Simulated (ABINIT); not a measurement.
## RbSrBr3 (Pm-3m): modes at Γ and the response to a field

Which modes does RbSrBr3 (Pm-3m) have at the zone centre?

Main program and level: ABINIT 10.8.3; DFT LDA, scalar-relativistic, plane waves, PseudoDojo norm-conserving pseudopotentials.

The structure was built from a prototype and need not be the compound's stable phase.

## 1. Starting point

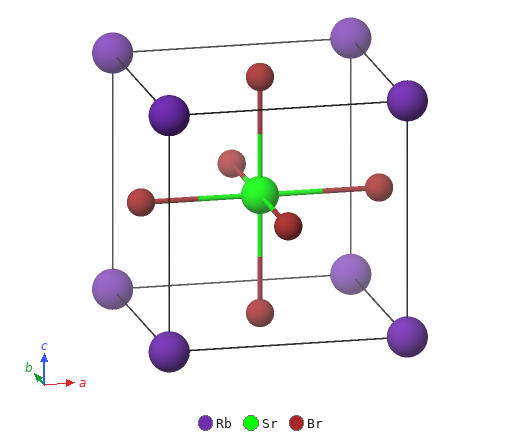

The starting structure, seen slightly off an axis (rubidium purple, strontium green, bromine red). Some periodic images of atoms are drawn too.

Coordinates:

```cif
data_structure
_symmetry_space_group_name_H-M 'P 1'
_symmetry_Int_Tables_number 1
_cell_length_a 6.0916
_cell_length_b 6.0916
_cell_length_c 6.0916
_cell_angle_alpha 90.000
_cell_angle_beta 90.000
_cell_angle_gamma 90.000
_cell_volume 226.04
loop_
_atom_site_label
_atom_site_type_symbol
_atom_site_fract_x
_atom_site_fract_y
_atom_site_fract_z
_atom_site_occupancy
Rb1 Rb 0.00000 0.00000 0.00000 1
Sr2 Sr 0.50000 0.50000 0.50000 1
Br3 Br 0.50000 0.50000 0.00000 1
Br4 Br 0.50000 0.00000 0.50000 1
Br5 Br 0.00000 0.50000 0.50000 1
```

## 2. A probe with smearing

A first run with smearing and empty bands tells whether the crystal has a gap, which decides between fixed occupations and smearing later on.

File probe.abi:

```
# ground state
tolvrs 1.0d-08
prtden 1
prtwf 1

# basis, mesh and filling
ecut 28.0
ngkpt 4 4 4
nshiftk 1
shiftk 0.0 0.0 0.0
istwfk *1
occopt 7
tsmear 0.005
nband 29
nstep 100
diemac 9.0
prtebands 0
prtgsr 0
useylm 1

# cell and atoms
acell 3*1.0 Angstrom
rprim 
    6.0916 0.0 0.0
    0.0 6.0916 0.0
    0.0 0.0 6.0916
ntypat 3
znucl 37 38 35
natom 5
typat 1 2 3 3 3
xred 
    0.0 0.0 0.0
    0.5 0.5 0.5
    0.5 0.5 0.0
    0.5 0.0 0.5
    0.0 0.5 0.5
pp_dirpath "./pseudo"
pseudos "Rb.upf, Sr.upf, Br.upf"
```

Command:

```
$ OMP_NUM_THREADS=1 mpirun -n 4 abinit probe.abi > probe.log
```

Numbers of over 12 decimals in the logs are rounded to 6 here.

probe.abo, the main output file:

```text
[banners, grids, parts of the stress and lines that vanish by symmetry left out]
- input  file    -> probe.abi
- output file    -> probe.abo
- root for input  files -> probei
[...]
Symmetries : space group Pm -3 m (#221); Bravais cP (primitive cubic)
[...]
mpw =       10827          nfft =      216000          nkpt =          10
[...]
== DATASET  1 ==================================================================
[...]
cutoff_energies: {ecut:  28.0, pawecutdg:  -1.0, }
[...]
ETOT  1  -109.01263428182    -1.090E+02 2.770E-02 2.380E+02
 ETOT  2  -109.06335284577    -5.072E-02 6.474E-03 3.389E+01
 ETOT  3  -109.06602275723    -2.670E-03 2.483E-03 1.154E+01
 ETOT  4  -109.06633884099    -3.161E-04 1.421E-03 4.398E-01
 ETOT  5  -109.06635000736    -1.117E-05 5.395E-04 6.804E-03
 ETOT  6  -109.06635037132    -3.640E-07 3.194E-04 5.847E-04
 ETOT  7  -109.06635039542    -2.411E-08 1.413E-04 2.720E-05
 ETOT  8  -109.06635039610    -6.716E-10 9.783E-05 6.970E-07
 ETOT  9  -109.06635039613    -3.598E-11 5.973E-05 8.638E-09
 At SCF step    9       vres2   =  8.64E-09 < tolvrs=  1.00E-08 =>converged.
[...]
sigma(1 1)=  8.66218964E-05  sigma(3 2)=  0.00000000E+00
  sigma(2 2)=  8.66218964E-05  sigma(3 1)=  0.00000000E+00
  sigma(3 3)=  8.66218964E-05  sigma(2 1)=  0.00000000E+00
[...]
convergence: {deltae: -3.598E-11, res2:  8.638E-09, residm:  5.973E-05, diffor: null, }
etotal    :  -1.09066350E+02
[...]
sigma(1 1)=  8.66218964E-05  sigma(3 2)=  0.00000000E+00
  sigma(2 2)=  8.66218964E-05  sigma(3 1)=  0.00000000E+00
  sigma(3 3)=  8.66218964E-05  sigma(2 1)=  0.00000000E+00
[...]
- sigma(1 1)=  2.54850418E+00  sigma(3 2)=  0.00000000E+00
- sigma(2 2)=  2.54850418E+00  sigma(3 1)=  0.00000000E+00
- sigma(3 3)=  2.54850418E+00  sigma(2 1)=  0.00000000E+00
[...]
fcart     -0.0000000000E+00 -0.0000000000E+00 -0.0000000000E+00
           strten      8.6621896363E-05  8.6621896363E-05  8.6621896363E-05
================================================================================

[key lines of the parts left out:]
pressure_GPa:  -2.5485E+00
```

Elapsed: 43 s, on 4 MPI ranks of Arm Neoverse V1, shared host.

Read from the output:

```
volume per atom   : 45.21 Å³
pressure          : -2.549 GPa
gap on the k-mesh : 3.445 eV
```

A gap of 3.4 eV opens on this mesh, so the crystal is taken as an insulator; the printed pressure holds the stress of the finite basis too.

## 3. Rough relaxation

The typed start is rough, so a first relaxation with smearing and loose thresholds takes it towards rest cheaply.

File prerelax.abi:

```
# relaxation
ionmov 2
optcell 2
dilatmx 1.15
chkdilatmx 0
ntime 40
tolmxf 3.0d-04
tolvrs 1.0d-10
prtwf 0
prtden 0
chksymtnons 0

# basis, mesh and filling
ecut 29.0
ecutsm 3.0
ngkpt 4 4 4
nshiftk 1
shiftk 0.0 0.0 0.0
istwfk *1
occopt 7
tsmear 0.005
nband 29
nstep 100
diemac 9.0
prtebands 0
prtgsr 0
useylm 1

# cell and atoms
acell 3*1.0 Angstrom
rprim 
    6.0916 0.0 0.0
    0.0 6.0916 0.0
    0.0 0.0 6.0916
ntypat 3
znucl 37 38 35
natom 5
typat 1 2 3 3 3
xred 
    0.0 0.0 0.0
    0.5 0.5 0.5
    0.5 0.5 0.0
    0.5 0.0 0.5
    0.0 0.5 0.5
pp_dirpath "./pseudo"
pseudos "Rb.upf, Sr.upf, Br.upf"
```

Command:

```
$ OMP_NUM_THREADS=1 mpirun -n 4 abinit prerelax.abi > prerelax.log
```

prerelax.abo, the main output file:

```text
[banners, grids, parts of the stress and lines that vanish by symmetry left out]
- input  file    -> prerelax.abi
- output file    -> prerelax.abo
- root for input  files -> prerelaxi
[...]
Symmetries : space group Pm -3 m (#221); Bravais cP (primitive cubic)
[...]
mpw =       17368          nfft =      373248          nkpt =          10
[...]
== DATASET  1 ==================================================================
[...]
cutoff_energies: {ecut:  29.0, pawecutdg:  -1.0, }
[...]
ETOT  1  -109.01180305251    -1.090E+02 3.030E-02 4.058E+02
 ETOT  2  -109.06337089784    -5.157E-02 7.062E-03 5.812E+01
 ETOT  3  -109.06591844125    -2.548E-03 2.624E-03 2.004E+01
 ETOT  4  -109.06623853887    -3.201E-04 8.985E-04 7.278E-01
 ETOT  5  -109.06624893889    -1.040E-05 6.302E-04 1.390E-02
[...]
At SCF step   11       vres2   =  1.89E-11 < tolvrs=  1.00E-10 =>converged.
[...]
ETOT 10  -109.07743961520     4.405E-12 1.849E-05 3.975E-11
 At SCF step   10       vres2   =  3.98E-11 < tolvrs=  1.00E-10 =>converged.
[...]
sigma(1 1)=  7.16333950E-07  sigma(3 2)=  0.00000000E+00
  sigma(2 2)=  7.16333950E-07  sigma(3 1)=  0.00000000E+00
  sigma(3 3)=  7.16333950E-07  sigma(2 1)=  0.00000000E+00
[...]
convergence: {deltae:  4.405E-12, res2:  3.975E-11, residm:  1.849E-05, diffor: null, }
etotal    :  -1.09077440E+02
[...]
At Broyd/MD step   5, gradients are converged :
[...]
sigma(1 1)=  7.16333950E-07  sigma(3 2)=  0.00000000E+00
  sigma(2 2)=  7.16333950E-07  sigma(3 1)=  0.00000000E+00
  sigma(3 3)=  7.16333950E-07  sigma(2 1)=  0.00000000E+00
[...]
- sigma(1 1)=  2.10752724E-02  sigma(3 2)=  0.00000000E+00
- sigma(2 2)=  2.10752724E-02  sigma(3 1)=  0.00000000E+00
- sigma(3 3)=  2.10752724E-02  sigma(2 1)=  0.00000000E+00
[...]
fcart     -0.0000000000E+00 -0.0000000000E+00 -0.0000000000E+00
           strten      7.1633394958E-07  7.1633394958E-07  7.1633394958E-07
================================================================================

[key lines of the parts left out:]
pressure_GPa:  -2.1075E-02
Total energy (etotal) [Ha]= -1.09077439615201E+02
```

It took 6.7 min on 4 MPI ranks; 27 min of CPU time.

The steps of the relaxation:

```
step  energy less that of the first step (eV)  largest force (eV/Å)  volume (Å³)
   1                                   0.0000                0.0000       226.04
   2                                  -0.0259                0.0000       224.34
   3                                  -0.2692                0.0000       182.83
   4                                  -0.3024                0.0000       194.70
   5                                  -0.3045                0.0000       192.42
```

```
conventional cell, symmetrised  before  after   change
                         a (Å)   6.092  5.773   -5.2 %
                         b (Å)   6.092  5.773   -5.2 %
                         c (Å)   6.092  5.773   -5.2 %
              volume (Å³/atom)   45.21  38.48  -14.9 %
```

The relaxed structure:

```cif
data_structure
_symmetry_space_group_name_H-M 'P 1'
_symmetry_Int_Tables_number 1
_cell_length_a 5.7732
_cell_length_b 5.7732
_cell_length_c 5.7732
_cell_angle_alpha 90.000
_cell_angle_beta 90.000
_cell_angle_gamma 90.000
_cell_volume 192.42
loop_
_atom_site_label
_atom_site_type_symbol
_atom_site_fract_x
_atom_site_fract_y
_atom_site_fract_z
_atom_site_occupancy
Rb1 Rb 0.00000 0.00000 0.00000 1
Sr2 Sr 0.50000 0.50000 0.50000 1
Br3 Br 0.50000 0.50000 0.00000 1
Br4 Br 0.50000 0.00000 0.50000 1
Br5 Br 0.00000 0.50000 0.50000 1
```

Read from the output:

| Quantity | Value |
| --- | --- |
| volume per atom | 38.48 Å³ |
| pressure | -0.02108 GPa |
| gap on the k-mesh | 3.677 eV |

The volume changes by -14.9 % in this run and stands -14.9 % from the first cell.

## 4. Rough relaxation

The cell changed much, so the rough relaxation is repeated on a basis made for the new cell.

prerelax.abi, as its differences from that of step 3:

```diff
@@ -31,5 +31,5 @@
 rprim 
-    6.0916 0.0 0.0
-    0.0 6.0916 0.0
-    0.0 0.0 6.0916
+    5.773178811 0.0 0.0
+    0.0 5.773178811 0.0
+    0.0 0.0 5.773178811
 ntypat 3
```

prerelax.abo, the main output file:

```text
[banners, grids, parts of the stress and lines that vanish by symmetry left out]
- input  file    -> prerelax.abi
- output file    -> prerelax.abo
- root for input  files -> prerelaxi
[...]
Symmetries : space group Pm -3 m (#221); Bravais cP (primitive cubic)
[...]
mpw =       14832          nfft =      262144          nkpt =          10
[...]
== DATASET  1 ==================================================================
[...]
cutoff_energies: {ecut:  29.0, pawecutdg:  -1.0, }
[...]
ETOT  1  -109.02694598818    -1.090E+02 3.373E-02 3.119E+02
 ETOT  2  -109.07507963730    -4.813E-02 1.480E-02 4.802E+01
 ETOT  3  -109.07707139365    -1.992E-03 3.146E-03 1.441E+01
 ETOT  4  -109.07743406072    -3.627E-04 2.750E-03 2.351E-01
 ETOT  5  -109.07743947822    -5.418E-06 1.131E-03 3.186E-03
[...]
ETOT  9  -109.07743960031    -1.165E-11 1.495E-04 3.363E-09
 ETOT 10  -109.07743960032    -1.184E-11 9.912E-05 7.360E-11
 At SCF step   10       vres2   =  7.36E-11 < tolvrs=  1.00E-10 =>converged.
[...]
sigma(1 1)=  7.16229203E-07  sigma(3 2)=  0.00000000E+00
  sigma(2 2)=  7.16229203E-07  sigma(3 1)=  0.00000000E+00
  sigma(3 3)=  7.16229203E-07  sigma(2 1)=  0.00000000E+00
[...]
convergence: {deltae: -1.184E-11, res2:  7.360E-11, residm:  9.912E-05, diffor: null, }
etotal    :  -1.09077440E+02
[...]
At Broyd/MD step   1, gradients are converged :
[...]
sigma(1 1)=  7.16229203E-07  sigma(3 2)=  0.00000000E+00
  sigma(2 2)=  7.16229203E-07  sigma(3 1)=  0.00000000E+00
  sigma(3 3)=  7.16229203E-07  sigma(2 1)=  0.00000000E+00
[...]
- sigma(1 1)=  2.10721907E-02  sigma(3 2)=  0.00000000E+00
- sigma(2 2)=  2.10721907E-02  sigma(3 1)=  0.00000000E+00
- sigma(3 3)=  2.10721907E-02  sigma(2 1)=  0.00000000E+00
[...]
fcart     -0.0000000000E+00 -0.0000000000E+00 -0.0000000000E+00
           strten      7.1622920324E-07  7.1622920324E-07  7.1622920324E-07
================================================================================

[key lines of the parts left out:]
pressure_GPa:  -2.1072E-02
Total energy (etotal) [Ha]= -1.09077439600325E+02
```

Wall time 51 s (4 MPI ranks).

Little changed from the start: no atom moved by 0.005 Å and no cell edge by 0.1 %.

Numbers from this step:

- pressure: -0.02107 GPa

The volume changes by +0.0 % in this run and stands -14.9 % from the first cell.

## 5. Relaxing the cell and atoms

The harmonic expansion needs vanishing forces, and a free crystal bears no stress, so cell and atoms are brought to rest. Stress is more sensitive to the basis than forces are: the last 3 Ha under the cutoff are smoothed with ecutsm, and the cutoff is raised above that of the later runs.

File relax.abi:

```
# relaxation
ionmov 2
optcell 2
dilatmx 1.08
ntime 40
tolmxf 1.0d-05
tolvrs 1.0d-14
prtwf 0
prtden 0
chksymtnons 0

# basis, mesh and filling
ecut 35.0
ecutsm 3.0
ngkpt 4 4 4
nshiftk 1
shiftk 0.0 0.0 0.0
istwfk *1
occopt 1
nband 20
nstep 100
diemac 9.0
prtebands 0
prtgsr 0
useylm 1

# cell and atoms
acell 3*1.0 Angstrom
rprim 
    5.773178815 0.0 0.0
    0.0 5.773178815 0.0
    0.0 0.0 5.773178815
ntypat 3
znucl 37 38 35
natom 5
typat 1 2 3 3 3
xred 
    0.0 0.0 0.0
    0.5 0.5 0.5
    0.5 0.5 0.0
    0.5 0.0 0.5
    0.0 0.5 0.5
pp_dirpath "./pseudo"
pseudos "Rb.upf, Sr.upf, Br.upf"
```

Command:

```
$ OMP_NUM_THREADS=1 mpirun -n 4 abinit relax.abi > relax.log
```

relax.abo, the main output file:

```text
[banners, grids, parts of the stress and lines that vanish by symmetry left out]
- input  file    -> relax.abi
- output file    -> relax.abo
- root for input  files -> relaxi
[...]
Symmetries : space group Pm -3 m (#221); Bravais cP (primitive cubic)
[...]
mpw =       16279          nfft =      262144          nkpt =          10
[...]
== DATASET  1 ==================================================================
[...]
cutoff_energies: {ecut:  35.0, pawecutdg:  -1.0, }
[...]
ETOT  1  -109.00407900480    -1.090E+02 1.478E-01 2.663E+02
 ETOT  2  -109.07625930212    -7.218E-02 6.195E-05 4.993E+01
 ETOT  3  -109.07759028569    -1.331E-03 1.306E-05 1.331E+01
 ETOT  4  -109.07791569202    -3.254E-04 1.235E-06 1.761E-01
 ETOT  5  -109.07792130310    -5.611E-06 2.494E-07 2.501E-02
[...]
At SCF step   14       vres2   =  6.25E-16 < tolvrs=  1.00E-14 =>converged.
[...]
sigma(1 1)=  7.13220434E-07  sigma(3 2)=  0.00000000E+00
  sigma(2 2)=  7.13220434E-07  sigma(3 1)=  0.00000000E+00
  sigma(3 3)=  7.13220434E-07  sigma(2 1)=  0.00000000E+00
[...]
convergence: {deltae:  8.242E-13, res2:  6.247E-16, residm:  8.926E-21, diffor: null, }
etotal    :  -1.09077923E+02
[...]
ETOT  1  -109.07792294796    -1.091E+02 2.240E-12 6.709E-04
[...]
At SCF step   10       vres2   =  9.80E-16 < tolvrs=  1.00E-14 =>converged.
[...]
sigma(1 1)=  6.64630271E-07  sigma(3 2)=  0.00000000E+00
  sigma(2 2)=  6.64630271E-07  sigma(3 1)=  0.00000000E+00
  sigma(3 3)=  6.64630271E-07  sigma(2 1)=  0.00000000E+00
[...]
convergence: {deltae:  1.674E-11, res2:  9.802E-16, residm:  1.763E-20, diffor: null, }
etotal    :  -1.09077923E+02
[...]
ETOT  1  -109.07791758862    -1.091E+02 6.393E-09 1.253E-01
[...]
ETOT 10  -109.07792335707     1.023E-12 3.259E-18 1.859E-13
 ETOT 11  -109.07792335707    -1.705E-13 1.825E-19 3.291E-15
 At SCF step   11       vres2   =  3.29E-15 < tolvrs=  1.00E-14 =>converged.
[...]
sigma(1 1)= -9.48089921E-10  sigma(3 2)=  0.00000000E+00
  sigma(2 2)= -9.48089920E-10  sigma(3 1)=  0.00000000E+00
  sigma(3 3)= -9.48089912E-10  sigma(2 1)=  0.00000000E+00
[...]
convergence: {deltae: -1.705E-13, res2:  3.291E-15, residm:  1.825E-19, diffor: null, }
etotal    :  -1.09077923E+02
[...]
At Broyd/MD step   3, gradients are converged :
[...]
sigma(1 1)= -9.48089921E-10  sigma(3 2)=  0.00000000E+00
  sigma(2 2)= -9.48089920E-10  sigma(3 1)=  0.00000000E+00
  sigma(3 3)= -9.48089912E-10  sigma(2 1)=  0.00000000E+00
[...]
- sigma(1 1)= -2.78937685E-05  sigma(3 2)=  0.00000000E+00
- sigma(2 2)= -2.78937685E-05  sigma(3 1)=  0.00000000E+00
- sigma(3 3)= -2.78937682E-05  sigma(2 1)=  0.00000000E+00
[...]
fcart     -0.0000000000E+00 -0.0000000000E+00 -0.0000000000E+00
           strten     -9.4808992081E-10 -9.4808992037E-10 -9.4808991170E-10
================================================================================

[key lines of the parts left out:]
pressure_GPa:   2.7894E-05
Total energy (etotal) [Ha]= -1.09077923357069E+02
```

Run time: 1.9 min. Hardware: 4 MPI ranks; 7.5 min of CPU time.

Little changed from the start: no atom moved by 0.005 Å and no cell edge by 0.1 %.

Read from the output:

* volume per atom: 38.45 Å³
* pressure: 2.79e-5 GPa

The volume changes by -0.1 % in this run and stands -15.0 % from the first cell.

## 6. Ground state

First-order wavefunctions inherit every error of the ground state, hence the very tight tolvrs.

File gs.abi:

```
# ground state
tolvrs 1.0d-16
prtden 1
prtwf 1

# basis, mesh and filling
ecut 28.0
ngkpt 4 4 4
nshiftk 1
shiftk 0.0 0.0 0.0
istwfk *1
occopt 1
nband 20
nstep 100
diemac 9.0
prtebands 0
prtgsr 0
useylm 1

# cell and atoms
acell 3*1.0 Angstrom
rprim 
    5.771367252 0.0 0.0
    0.0 5.771367252 0.0
    0.0 0.0 5.771367252
ntypat 3
znucl 37 38 35
natom 5
typat 1 2 3 3 3
xred 
    0.0 0.0 0.0
    0.5 0.5 0.5
    0.5 0.5 0.0
    0.5 0.0 0.5
    0.0 0.5 0.5
pp_dirpath "./pseudo"
pseudos "Rb.upf, Sr.upf, Br.upf"
```

Command:

```
$ OMP_NUM_THREADS=1 mpirun -n 4 abinit gs.abi > gs.log
```

gs.abo, the main output file:

```text
[banners, grids, parts of the stress and lines that vanish by symmetry left out]
- input  file    -> gs.abi
- output file    -> gs.abo
- root for input  files -> gsi
[...]
Symmetries : space group Pm -3 m (#221); Bravais cP (primitive cubic)
[...]
mpw =        9228          nfft =      157464          nkpt =          10
[...]
== DATASET  1 ==================================================================
[...]
cutoff_energies: {ecut:  28.0, pawecutdg:  -1.0, }
[...]
ETOT  1  -109.01016896659    -1.090E+02 1.148E-01 1.710E+02
 ETOT  2  -109.07606474031    -6.590E-02 1.481E-05 2.687E+01
 ETOT  3  -109.07721494271    -1.150E-03 1.588E-05 7.380E+00
 ETOT  4  -109.07753244344    -3.175E-04 1.038E-06 1.141E-01
 ETOT  5  -109.07753812874    -5.685E-06 2.138E-07 6.925E-03
[...]
ETOT 14  -109.07753895389     4.064E-12 1.581E-21 2.750E-16
 ETOT 15  -109.07753895389     2.174E-12 1.064E-21 3.923E-17
 At SCF step   15       vres2   =  3.92E-17 < tolvrs=  1.00E-16 =>converged.
[...]
sigma(1 1)=  3.01327307E-06  sigma(3 2)=  0.00000000E+00
  sigma(2 2)=  3.01327307E-06  sigma(3 1)=  0.00000000E+00
  sigma(3 3)=  3.01327307E-06  sigma(2 1)=  0.00000000E+00
[...]
convergence: {deltae:  2.174E-12, res2:  3.923E-17, residm:  1.064E-21, diffor: null, }
etotal    :  -1.09077539E+02
[...]
sigma(1 1)=  3.01327307E-06  sigma(3 2)=  0.00000000E+00
  sigma(2 2)=  3.01327307E-06  sigma(3 1)=  0.00000000E+00
  sigma(3 3)=  3.01327307E-06  sigma(2 1)=  0.00000000E+00
[...]
- sigma(1 1)=  8.86535544E-02  sigma(3 2)=  0.00000000E+00
- sigma(2 2)=  8.86535544E-02  sigma(3 1)=  0.00000000E+00
- sigma(3 3)=  8.86535544E-02  sigma(2 1)=  0.00000000E+00
[...]
fcart     -0.0000000000E+00 -0.0000000000E+00 -0.0000000000E+00
           strten      3.0132730682E-06  3.0132730682E-06  3.0132730682E-06
================================================================================

[key lines of the parts left out:]
pressure_GPa:  -8.8654E-02
```

Elapsed: 36 s, on 4 MPI ranks; 2.3 min of CPU time.

Numbers from this step:

- pressure: -0.08865 GPa

The cell stands at -0.089 GPa, close enough for phonons.

## 7. The gap at rest

Empty bands on the ground state's density check that the gap assumed so far is there in this cell.

File gap.abi:

```
# empty bands on the ground state's density
iscf -2
getden_filepath "gso_DEN"
tolwfr 1.0d-12
nbdbuf 2
prtwf 0

# basis, mesh and filling
ecut 28.0
ngkpt 4 4 4
nshiftk 1
shiftk 0.0 0.0 0.0
istwfk *1
occopt 1
nband 24
nstep 100
diemac 9.0
prtebands 0
prtgsr 0
useylm 1

# cell and atoms
acell 3*1.0 Angstrom
rprim 
    5.771367252 0.0 0.0
    0.0 5.771367252 0.0
    0.0 0.0 5.771367252
ntypat 3
znucl 37 38 35
natom 5
typat 1 2 3 3 3
xred 
    0.0 0.0 0.0
    0.5 0.5 0.5
    0.5 0.5 0.0
    0.5 0.0 0.5
    0.0 0.5 0.5
pp_dirpath "./pseudo"
pseudos "Rb.upf, Sr.upf, Br.upf"
```

Command:

```
$ OMP_NUM_THREADS=1 mpirun -n 4 abinit gap.abi > gap.log
```

gap.abo, the main output file:

```text
[banners, grids, parts of the stress and lines that vanish by symmetry left out]
- input  file    -> gap.abi
- output file    -> gap.abo
- root for input  files -> gapi
[...]
Symmetries : space group Pm -3 m (#221); Bravais cP (primitive cubic)
[...]
mpw =        9228          nfft =      157464          nkpt =          10
[...]
== DATASET  1 ==================================================================
[...]
cutoff_energies: {ecut:  28.0, pawecutdg:  -1.0, }
[...]
-outvars: echo values of variables after computation
            acell      1.8897261259E+00  1.8897261259E+00  1.8897261259E+00 Bohr
================================================================================
```

The job ended after 28 s (4 MPI ranks).

Numbers from this step:

```
gap on the k-mesh : 3.678 eV
```

In this cell the gap on the mesh is 3.7 eV, indirect (smallest direct 3.9 eV), so fixed occupations hold.

[end of part 1 of 2]

[Host names and launcher messages were left out of these logs when they were recorded.]

[Logs are printed without paths, hosts, clocks, repeated set-up lines and the standing remarks that a program may print on its own settings, such as how far it seeks lower states.]

[Hosts, paths, dates, database ids (printed as entryN), source tags and the programs' standing remarks are cut or masked in the printed files.]
